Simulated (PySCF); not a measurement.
C$_{6}$H$_{8}$O$_{2}$ (SMILES COCc1ccoc1)

| atom | x (Å) | y (Å) | z (Å) |
| --- | --- | --- | --- |
| C | -1.9911 | -0.8878 | 0.6460 |
| O | -1.7015 | 0.4717 | 0.8495 |
| C | -0.9280 | 1.0450 | -0.1832 |
| C | 0.4506 | 0.4708 | -0.2829 |
| C | 1.4210 | 0.4172 | 0.7564 |
| C | 2.5084 | -0.1963 | 0.2219 |
| O | 2.2867 | -0.5239 | -1.0622 |
| C | 1.0388 | -0.1252 | -1.3591 |
| H | -2.6332 | -1.1921 | 1.4700 |
| H | -2.5171 | -1.0412 | -0.3049 |
| H | -1.0818 | -1.4999 | 0.6475 |
| H | -1.4399 | 0.9322 | -1.1520 |
| H | -0.8733 | 2.1086 | 0.0676 |
| H | 1.3001 | 0.7832 | 1.7546 |
| H | 3.4649 | -0.4478 | 0.6346 |
| H | 0.6879 | -0.3054 | -2.3561 |

Geometry: GFN2-xTB.

Theory: PySCF 2.14.0, PBE0/def2-SVPD, SCF density, gas phase.

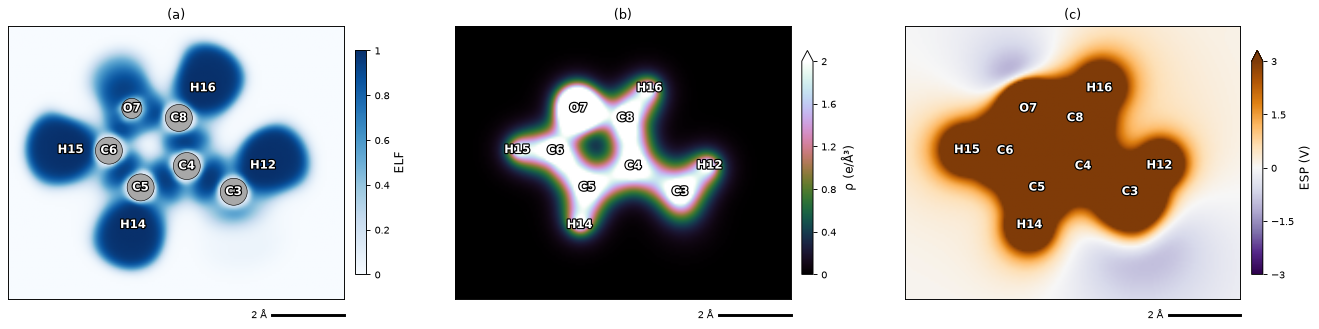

Figure 1. (a) ELF; (b) electron density; (c) electrostatic potential on the plane of atoms C5, C6 and O7. Grey discs cover the atomic cores in the ELF map.

Read the bonding off the picture.

- The section cuts through C, O and H sites.
- C–O (1.34 Å): ρ is about 2.4 e/Å³ halfway; the ELF peaks at about 0.90 between the atoms; a shared but strongly polarised pair.
- C–C (1.36 Å): ρ at the midpoint is about 2.2 e/Å³; the ELF peaks at about 0.95 between the atoms (a covalent bond).
- C–H (1.07 Å): the density is about 2 e/Å³ at the midpoint; the ELF climbs to about 1 towards the hydrogen, as it does in any bond to H (a covalent bond by its length).
- C–C (1.42 Å): ρ is about 1.9 e/Å³ halfway; the ELF peaks at about 0.95 between the atoms, as expected for localised, covalent bonding.
- C–C (1.50 Å): the density is about 1.7 e/Å³ at the midpoint; the ELF peaks at about 0.95 between the atoms; a shared electron pair.
- The ELF also peaks beside O7, away from the bonds: lone-pair regions.
- Outside the dense part of the molecule the potential is most negative (−1.1 V) near O7.

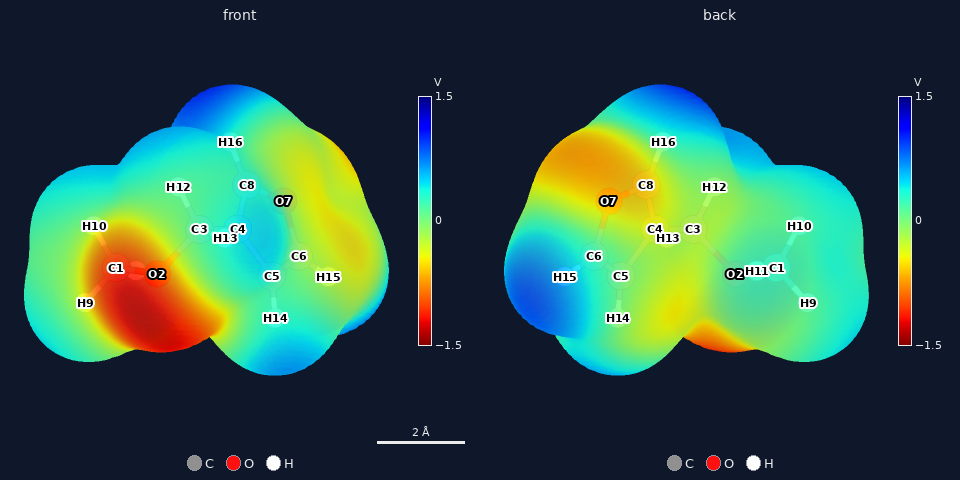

Figure 2. The molecular electrostatic potential painted on the density surface at 0.001 e/bohr³, seen from the front and from behind; red is negative and blue positive.

Where is the surface potential most negative and most positive?

The most negative region (about −1.3 V, or −30 kcal/mol for a unit charge) lies over O2, the most positive (about +1.0 V, or +23 kcal/mol for a unit charge) over H16. O2 is the likeliest acceptor of a hydrogen bond.
